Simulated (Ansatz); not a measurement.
## Si4H9Cl: geometry relaxation (part 2 of 2)

Continued. System: Si4H9Cl. Method: RKS PBE0-D4/def2-TZVP (Ansatz 0.2.0). 

Geometry of the input (Å):
```
Si -0.5077  -0.0777  -0.4652
Si -1.0213  -0.4756  1.7825
Si 1.7346  -0.6332  -0.8714
Si -1.9374  -1.3166  -1.8409
Cl -0.9197  1.9403  -0.7559
H  -2.4644  -0.2847  2.0766
H  -0.5838  -1.8251  2.2250
H  -0.2801  0.5101  2.6396
H  1.7054  -2.1111  -1.0729
H  2.2364  0.0213  -2.1016
H  2.5914  -0.3425  0.3033
H  -1.6082  -1.0695  -3.2687
H  -3.3495  -0.9331  -1.5809
H  -1.7538  -2.7612  -1.5350
```

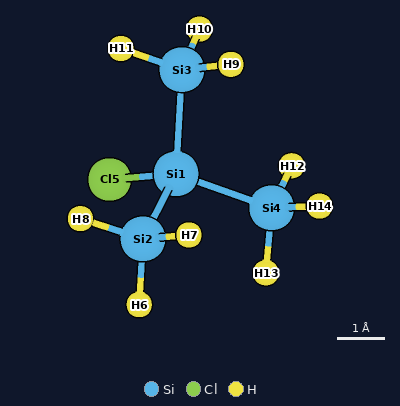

*The geometry at step 9 of the log (ball-and-stick view, seen at a tilt; atoms are numbered from 1 in the order of the input).*

## Trajectory as extended XYZ, continued
```
14
Properties=species:S:1:pos:R:3:forces:R:3 step=4 energy=-44165.20080
Si   -0.5220   -0.0954   -0.4318    0.0214   0.0150   0.0082
Si   -1.0316   -0.4814    1.8178    0.0049  -0.0083   0.0078
Si    1.7155   -0.6389   -0.8649   -0.0151  -0.0045   0.0044
Si   -1.9502   -1.3067   -1.8315   -0.0076   0.0018  -0.0200
Cl   -0.7926    1.9373   -0.8046   -0.0045  -0.0084  -0.0020
H    -2.4814   -0.2764    2.0760    0.0018   0.0027  -0.0060
H    -0.6714   -1.8867    2.1515   -0.0075  -0.0036   0.0026
H    -0.2422    0.4414    2.6747    0.0037  -0.0016   0.0024
H     1.8231   -2.1205   -0.9594    0.0108  -0.0023   0.0063
H     2.1541   -0.0310   -2.1484   -0.0114  -0.0070  -0.0016
H     2.5972   -0.1622    0.2337   -0.0051   0.0124  -0.0066
H    -1.6156   -1.0570   -3.2584   -0.0001  -0.0003   0.0009
H    -3.3659   -0.9258   -1.5834    0.0097   0.0031   0.0025
H    -1.7751   -2.7553   -1.5367   -0.0010   0.0008   0.0011
14
Properties=species:S:1:pos:R:3:forces:R:3 step=5 energy=-44165.20081
Si   -0.5149   -0.1069   -0.4234    0.0197   0.0292   0.0222
Si   -1.0453   -0.5066    1.8189   -0.0028  -0.0323   0.0493
Si    1.7250   -0.6324   -0.8673    0.1328   0.0373  -0.0063
Si   -1.9534   -1.2971   -1.8324    0.0225   0.0042  -0.0284
Cl   -0.7556    1.9337   -0.7867   -0.0115  -0.0426   0.0052
H    -2.4852   -0.2356    2.0786    0.0192  -0.0073  -0.0185
H    -0.7530   -1.9347    2.1328   -0.0183   0.0360  -0.0185
H    -0.2198    0.3593    2.7010    0.0089   0.0045  -0.0058
H     1.9004   -2.1191   -0.8339   -0.0103   0.1647  -0.0069
H     2.0802   -0.1121   -2.2259   -0.0152  -0.0933   0.1776
H     2.6230   -0.0073    0.1603   -0.1446  -0.1014  -0.1780
H    -1.5999   -1.0490   -3.2556   -0.0131  -0.0060   0.0074
H    -3.3682   -0.9039   -1.5969    0.0209   0.0045   0.0062
H    -1.7914   -2.7470   -1.5350   -0.0082   0.0025  -0.0053
14
Properties=species:S:1:pos:R:3:forces:R:3 step=6 energy=-44165.20468
Si   -0.5180   -0.1033   -0.4233    0.0090   0.0100   0.0043
Si   -1.0404   -0.5007    1.8217    0.0058  -0.0189   0.0207
Si    1.7192   -0.6322   -0.8683    0.0693   0.0148   0.0001
Si   -1.9492   -1.2996   -1.8342    0.0027   0.0066  -0.0135
Cl   -0.7789    1.9332   -0.7873   -0.0044  -0.0201  -0.0008
H    -2.4822   -0.2443    2.0807    0.0072   0.0010  -0.0125
H    -0.7352   -1.9241    2.1364   -0.0086   0.0092  -0.0040
H    -0.2203    0.3773    2.6968    0.0047   0.0008  -0.0032
H     1.8813   -2.1144   -0.8544   -0.0130   0.0466   0.0073
H     2.1072   -0.1093   -2.2086   -0.0249  -0.0289   0.0557
H     2.6116   -0.0387    0.1685   -0.0474  -0.0235  -0.0555
H    -1.6008   -1.0474   -3.2575   -0.0053  -0.0024   0.0023
H    -3.3620   -0.9045   -1.5931    0.0060   0.0013   0.0003
H    -1.7904   -2.7508   -1.5426   -0.0010   0.0036  -0.0013
14
Properties=species:S:1:pos:R:3:forces:R:3 step=7 energy=-44165.20660
Si   -0.5156   -0.1082   -0.4194    0.0029  -0.0138   0.0029
Si   -1.0382   -0.5103    1.8240    0.0000  -0.0022  -0.0018
Si    1.7210   -0.6275   -0.8658   -0.0029   0.0014   0.0016
Si   -1.9455   -1.2954   -1.8386    0.0022   0.0002   0.0014
Cl   -0.7882    1.9251   -0.7803   -0.0043   0.0257  -0.0036
H    -2.4758   -0.2295    2.0778   -0.0007   0.0007   0.0027
H    -0.7578   -1.9392    2.1323   -0.0030  -0.0029   0.0035
H    -0.2037    0.3530    2.7001    0.0019  -0.0025   0.0035
H     1.8902   -2.1047   -0.7975    0.0048  -0.0015   0.0045
H     2.0877   -0.1536   -2.2259    0.0020  -0.0058  -0.0033
H     2.6132    0.0108    0.1376    0.0026   0.0043  -0.0036
H    -1.5978   -1.0342   -3.2600   -0.0012  -0.0003  -0.0027
H    -3.3560   -0.8961   -1.5930   -0.0018  -0.0007  -0.0014
H    -1.7916   -2.7488   -1.5567   -0.0025  -0.0027  -0.0036
14
Properties=species:S:1:pos:R:3:forces:R:3 step=8 energy=-44165.20764
Si   -0.5130   -0.1144   -0.4133   -0.0197  -0.0280   0.0000
Si   -1.0416   -0.5270    1.8269    0.0087  -0.0049   0.0283
Si    1.7234   -0.6187   -0.8663    0.0843  -0.0396   0.0050
Si   -1.9417   -1.2891   -1.8443   -0.0132  -0.0045  -0.0090
Cl   -0.7962    1.9189   -0.7624   -0.0024   0.0375  -0.0102
H    -2.4684   -0.1989    2.0893    0.0136   0.0001  -0.0081
H    -0.8113   -1.9684    2.1211   -0.0013   0.0099  -0.0042
H    -0.1747    0.2969    2.7116   -0.0116  -0.0116  -0.0079
H     1.9296   -2.0864   -0.6851   -0.0100   0.0799  -0.0092
H     2.0616   -0.2469   -2.2689   -0.0188  -0.0149   0.0573
H     2.6176    0.1182    0.0708   -0.0338  -0.0304  -0.0441
H    -1.5913   -1.0106   -3.2616    0.0027   0.0022  -0.0053
H    -3.3501   -0.8839   -1.5970   -0.0070   0.0001   0.0014
H    -1.8018   -2.7485   -1.5861    0.0085   0.0044   0.0060
14
Properties=species:S:1:pos:R:3:forces:R:3 step=9 energy=-44165.20795
Si   -0.5145   -0.1139   -0.4139   -0.0095  -0.0075   0.0209
Si   -1.0372   -0.5311    1.8273   -0.0219   0.0093   0.0081
Si    1.7241   -0.6184   -0.8594    0.0330  -0.0275  -0.0378
Si   -1.9449   -1.2844   -1.8476    0.0158  -0.0173   0.0048
Cl   -0.8000    1.9199   -0.7648    0.0062   0.0252   0.0005
H    -2.4622   -0.1918    2.0829    0.0055  -0.0041   0.0112
H    -0.8191   -1.9748    2.1175    0.0012   0.0043  -0.0058
H    -0.1685    0.2834    2.7183   -0.0040  -0.0074  -0.0115
H     1.9345   -2.0809   -0.6600   -0.0060   0.0419  -0.0029
H     2.0451   -0.2665   -2.2692    0.0081  -0.0103   0.0263
H     2.6254    0.1331    0.0555   -0.0251  -0.0085  -0.0119
H    -1.5928   -1.0028   -3.2641   -0.0011   0.0006  -0.0011
H    -3.3564   -0.8885   -1.6016    0.0030   0.0022   0.0056
H    -1.7918   -2.7419   -1.5864   -0.0053  -0.0010  -0.0062
14
Properties=species:S:1:pos:R:3:forces:R:3 step=10 energy=-44165.20853
Si   -0.5151   -0.1100   -0.4135    0.0009  -0.0009  -0.0004
Si   -1.0418   -0.5300    1.8265   -0.0003   0.0005   0.0006
Si    1.7233   -0.6190   -0.8629    0.0004   0.0000   0.0004
Si   -1.9424   -1.2855   -1.8462   -0.0007   0.0006   0.0000
Cl   -0.7920    1.9262   -0.7642    0.0006  -0.0003   0.0003
H    -2.4642   -0.1885    2.0913   -0.0001   0.0002   0.0006
H    -0.8263   -1.9758    2.1076   -0.0004   0.0003  -0.0017
H    -0.1666    0.2763    2.7173    0.0007  -0.0005  -0.0001
H     1.9343   -2.0774   -0.6521   -0.0003   0.0006   0.0011
H     2.0507   -0.2770   -2.2720    0.0003  -0.0009  -0.0001
H     2.6180    0.1399    0.0501   -0.0003   0.0008  -0.0001
H    -1.5972   -0.9987   -3.2633   -0.0005   0.0002  -0.0006
H    -3.3545   -0.8959   -1.5935   -0.0010  -0.0010   0.0005
H    -1.7841   -2.7433   -1.5905    0.0009   0.0003  -0.0003
14
Properties=species:S:1:pos:R:3:forces:R:3 step=11 energy=-44165.20858
Si   -0.5152   -0.1097   -0.4131   -0.0020   0.0033  -0.0031
Si   -1.0424   -0.5315    1.8265    0.0028  -0.0016  -0.0017
Si    1.7234   -0.6182   -0.8624   -0.0028  -0.0016   0.0034
Si   -1.9420   -1.2843   -1.8471   -0.0003  -0.0001   0.0007
Cl   -0.7920    1.9267   -0.7628    0.0005   0.0002  -0.0003
H    -2.4626   -0.1830    2.0944    0.0012   0.0002  -0.0007
H    -0.8343   -1.9794    2.1018   -0.0009   0.0010   0.0013
H    -0.1612    0.2671    2.7184   -0.0006  -0.0014   0.0002
H     1.9369   -2.0737   -0.6345    0.0023   0.0027  -0.0007
H     2.0479   -0.2921   -2.2761   -0.0001  -0.0010   0.0032
H     2.6170    0.1537    0.0408    0.0004  -0.0012  -0.0021
H    -1.5989   -0.9933   -3.2640   -0.0005   0.0004   0.0001
H    -3.3548   -0.8988   -1.5921   -0.0003  -0.0007   0.0005
H    -1.7799   -2.7423   -1.5951    0.0004  -0.0002  -0.0007
14
Properties=species:S:1:pos:R:3:forces:R:3 step=12 energy=-44165.20861
Si   -0.5157   -0.1091   -0.4131    0.0003   0.0011  -0.0046
Si   -1.0427   -0.5334    1.8260    0.0007   0.0005   0.0003
Si    1.7232   -0.6178   -0.8611    0.0012   0.0006   0.0017
Si   -1.9419   -1.2832   -1.8482   -0.0022   0.0007   0.0001
Cl   -0.7918    1.9277   -0.7622    0.0008  -0.0051   0.0009
H    -2.4600   -0.1755    2.0959    0.0012   0.0000   0.0000
H    -0.8447   -1.9836    2.0978   -0.0002   0.0018  -0.0007
H    -0.1550    0.2564    2.7194   -0.0011  -0.0012  -0.0002
H     1.9430   -2.0694   -0.6152   -0.0008   0.0026  -0.0006
H     2.0448   -0.3090   -2.2794   -0.0008  -0.0003   0.0034
H     2.6158    0.1688    0.0304    0.0002  -0.0014  -0.0015
H    -1.6029   -0.9855   -3.2647   -0.0007   0.0006   0.0012
H    -3.3554   -0.9033   -1.5883    0.0002  -0.0011  -0.0004
H    -1.7749   -2.7419   -1.6027    0.0011   0.0011   0.0004
14
Properties=species:S:1:pos:R:3:forces:R:3 step=13 energy=-44165.20862
Si   -0.5159   -0.1088   -0.4136   -0.0003   0.0040  -0.0028
Si   -1.0427   -0.5333    1.8255    0.0006  -0.0002   0.0009
Si    1.7232   -0.6175   -0.8604   -0.0001  -0.0013   0.0006
Si   -1.9423   -1.2829   -1.8485    0.0002  -0.0012   0.0001
Cl   -0.7916    1.9279   -0.7626    0.0003  -0.0025   0.0004
H    -2.4592   -0.1732    2.0969    0.0003   0.0001  -0.0009
H    -0.8471   -1.9839    2.0957   -0.0002   0.0002   0.0001
H    -0.1533    0.2539    2.7195    0.0001  -0.0002  -0.0004
H     1.9428   -2.0685   -0.6111    0.0000  -0.0011  -0.0001
H     2.0451   -0.3124   -2.2792   -0.0009   0.0007  -0.0001
H     2.6163    0.1707    0.0288   -0.0003   0.0008   0.0013
H    -1.6052   -0.9825   -3.2649   -0.0008   0.0003   0.0009
H    -3.3565   -0.9068   -1.5869    0.0011  -0.0002   0.0006
H    -1.7714   -2.7414   -1.6047    0.0000   0.0006  -0.0006
```

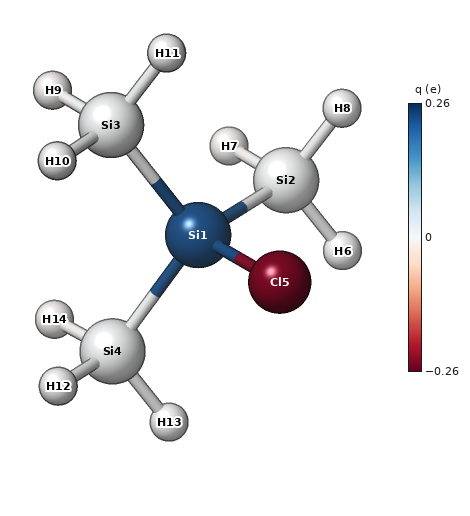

*Mulliken charges, as the colour of each atom (ball-and-stick view, seen at a tilt; atoms are numbered from 1 in the order of the input; Mulliken charges depend strongly on the basis).*

By element: Si 0.00 to +0.24, Cl −0.24 and H 0.00 e.

## Results in brief

- outcome: converged
- total energy: −44165.2087 eV
- mean-field energy: −44164.8177 eV
- dispersion energy: −0.3909 eV
- SCF solution under orbital rotations: stable
- largest force (length of the vector) at the end: 0.005 eV/Å
- dipole moment: 1.24 D
- hardware: 4 CPU threads, shared host
- wall time: 20 s (CPU time 27 s)
- peak memory: 1 GiB
